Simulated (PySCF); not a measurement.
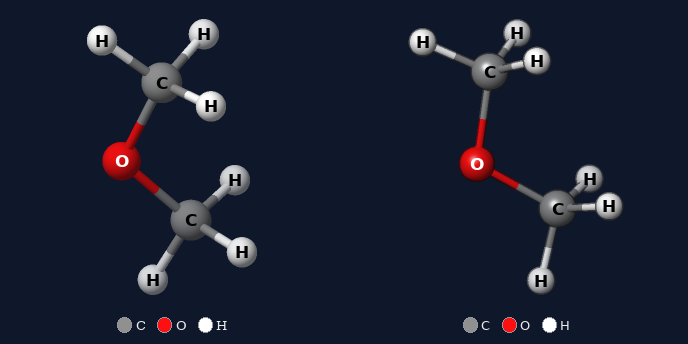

Two views of one molecule.

The geometry was computed by an optimisation with PBE0-D3(BJ)/def2-SVP. No frequency run is at hand to confirm it as a minimum.

What is the molecular formula?

Answer. C₂H₆O, 9 atoms: 2 carbon, 6 hydrogen and 1 oxygen.

How many sets of symmetry-equivalent atoms are there?

Answer. 4: 2 C, 1 O, 4 H, 2 H.

What is its SMILES?

Answer. COC

How many bonds of each kind are drawn?

Answer. 6 C–H, 2 C–O.

More results for the same structure follow; atom numbers are the same in all pictures, views and colours differ.

**Shape**

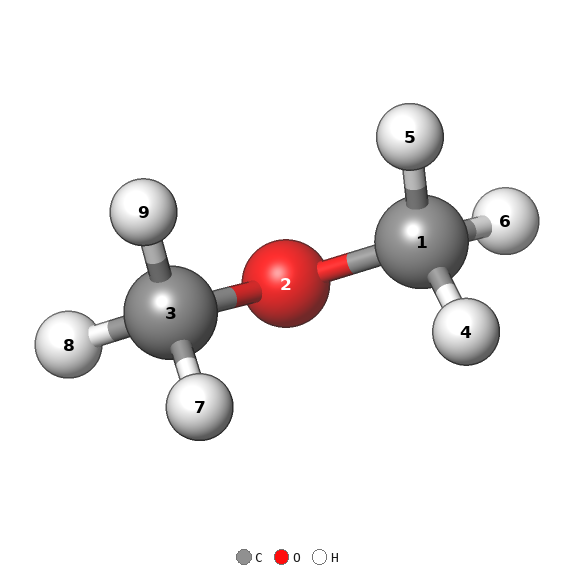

The atoms are numbered. No frequency run is at hand to confirm it as a minimum.

Estimate the angles C1–O2–C3, O2–C1–H6, O2–C1–H4.

```
   angle  degrees
C1–O2–C3    113.1
O2–C1–H6    108.1
O2–C1–H4    112.2
```

**Excitation**

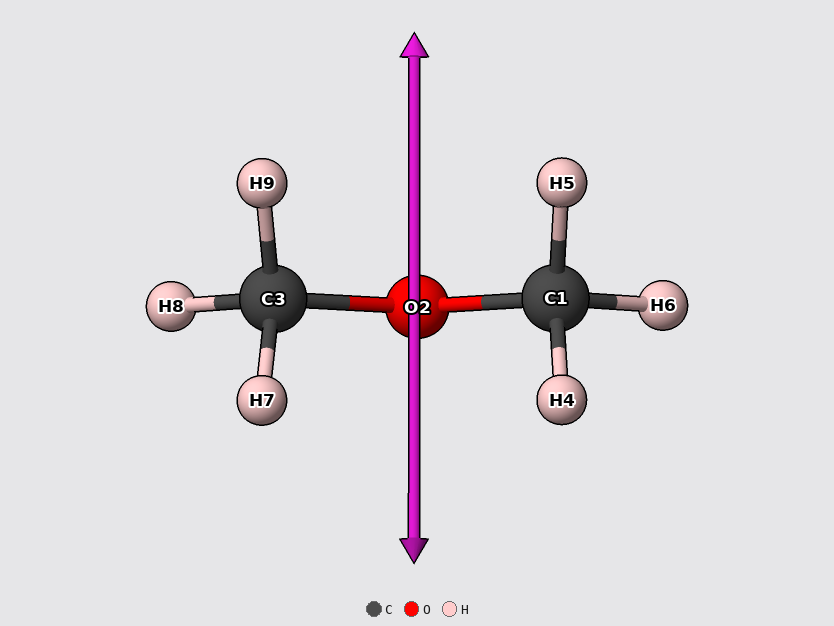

The double arrow shows the direction of the transition dipole to excited singlet state 1 (its length means nothing). No frequency run is at hand to confirm it as a minimum. Method: TDDFT LDA/def2-SVPD, vertical, gas phase, core orbitals frozen in the response (PySCF 2.14.0).

Give its energy, strength and character.

Answer. 6.08 eV (204 nm), oscillator strength 0.032, mainly HOMO → LUMO (weight 1.00); transition dipole 1.19 D.

**Spin–spin coupling**

No frequency run is at hand to confirm it as a minimum. Properties computed with B3LYP/pcJ-0 indirect spin-spin coupling, non-relativistic, gas phase (PySCF 2.14.0). Isotopes: 13C, 1H, 17O.

Give the spin–spin coupling constants of these pairs, with the number of bonds between them: C1/H4, C1/O2, C1/H6, O2/C3, C3/H8, O2/H5, O2/H4, O2/H7, O2/H8, O2/H9, H5/H6, H8/H9, C1/H9, C3/H5.

```
  pair  bonds apart  J (Hz)
C1, H4            1   118.6
C1, O2            1    29.6
C1, H6            1   125.3
O2, C3            1    29.6
C3, H8            1   125.3
O2, H5            2    −1.3
O2, H4            2    −1.3
O2, H7            2    −1.3
O2, H8            2   −13.0
O2, H9            2    −1.3
H5, H6            2   −11.2
H8, H9            2   −11.2
C1, H9            3     2.1
C3, H5            3     2.1
```

**Polarisability**

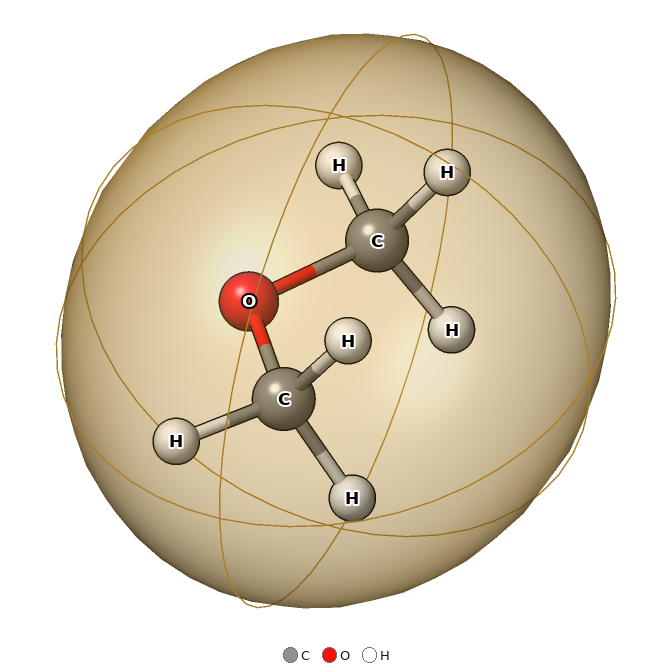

The ellipsoid shows the static dipole polarisability: its half-axes are proportional to the principal values. No frequency run is at hand to confirm it as a minimum. Level of theory: B3LYP/def2-SVPD (PySCF 2.14.0).

Give the principal values, the mean and the anisotropy.

Answer. Principal values 31.3, 31.6, 38.3 bohr³; mean 33.7 bohr³ (5.00 Å³); anisotropy 6.8 bohr³, so the longest axis is 1.22 times the shortest.

**Quadrupole coupling**

No frequency run is at hand to confirm it as a minimum. Electric field gradients from the ground-state density, B3LYP/aug-cc-pVTZ-J (PySCF 2.14.0), non-relativistic apart from any core potentials.

Give the largest field-gradient component, the quadrupole coupling constant and the asymmetry for 17O at O2 (Q = −25.6 mb), 2H at H4 (Q = 2.86 mb), 2H at H6 (Q = 2.86 mb).

```csv
atom,V_zz (a.u.),e²qQ/h (MHz),η
O2,−1.918,11.53,0.99
H4,0.251,0.169,0.09
H6,0.265,0.178,0.08
```
